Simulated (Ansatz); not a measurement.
**AlBHN: density, localisation and related maps**

Input

```
crystal:
  periodic: [false, false, false]
  atoms:
    - {symbol: Al, position_ang: [0.000000, 0.000000, -2.520406]}
    - {symbol: B, position_ang: [0.000000, 0.000000, -0.321498]}
    - {symbol: "N", position_ang: [0.000000, 0.000000, 0.924275]}
    - {symbol: H, position_ang: [0.000000, 0.000000, 1.917628]}
basis:
  gaussian:
    orbitals: def2-TZVPD
magnetization:
  spin_polarized: false
  initial_magnetization: 0
hamiltonian:
  xc: pbe0
output: {forces: true, orbitals: {seedname: orbitals}}
```

Command:

```sh
ansatz run input.yaml --threads 1 --pin off --max-ram 2610MiB --events-out events.jsonl --progress --plain --runs-dir runs
```

Geometry: PBE0-D4/def2-TZVP.

Theory: Ansatz, isolated molecule in a Gaussian basis; Kohn-Sham density functional theory, functional PBE0.

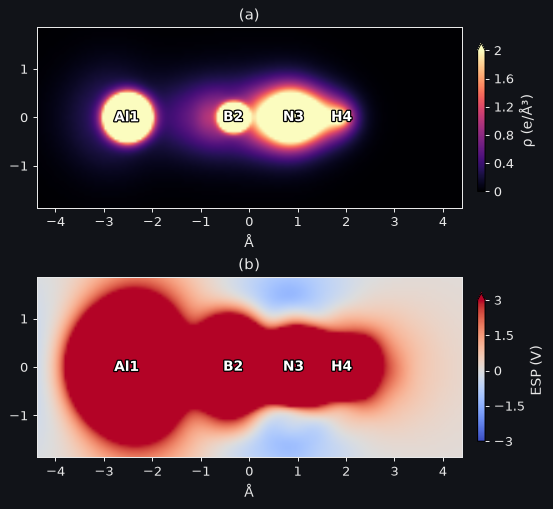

Figure 1. (a) total electron density; (b) molecular electrostatic potential on a plane that holds the molecular axis.

> Interpret the plot.

- The plane passes through Al, B, N and H nuclei.
- B–N (1.25 Å): ρ at the midpoint is about 2.5 e/Å³.
- Al–B (2.20 Å): ρ at the midpoint is about 0.52 e/Å³.
- N–H (0.99 Å): ρ at the midpoint is about 3 e/Å³.
- Outside the dense part of the molecule the potential is most negative (−1.3 V) near N3.

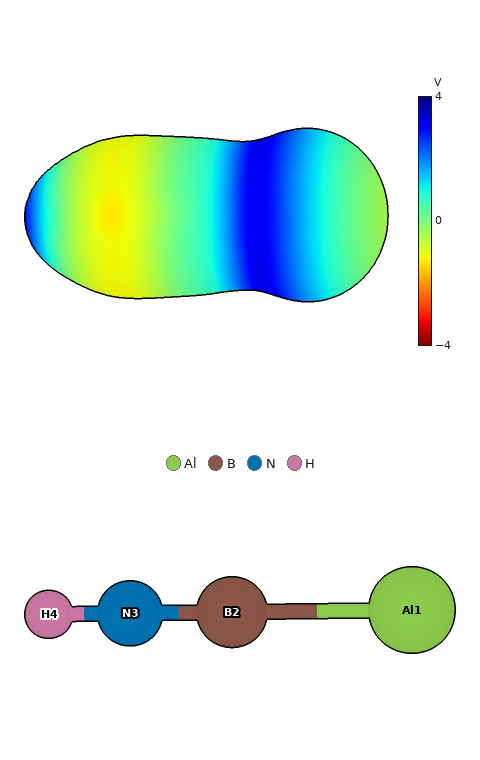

Figure 2. The molecular electrostatic potential painted on the density surface at 0.004 e/bohr³, seen across its widest extent; the colour scale runs from red (negative) to blue (positive). The bare structure is drawn below in the same view.

> Where is the surface potential most negative and most positive?

The most negative region (about −1.3 V) lies over N3, the most positive (about +3.2 V) over Al1. N3 is the likeliest acceptor of a hydrogen bond.

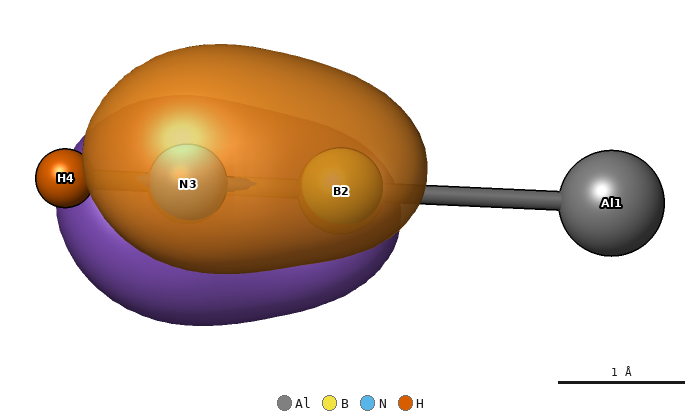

Figure 3. The HOMO−1 at ±0.15 Å⁻³ᐟ² (orange and purple are the two phases), seen from one side.

> Where does this orbital lie, and at what energy?

By Hirshfeld shares it lies mainly on N3 (about 65 %) and B2 (about 30 %); π-bonding across N3–B2. It is one of a degenerate set, so its orientation is arbitrary. Its energy is −8.20 eV.
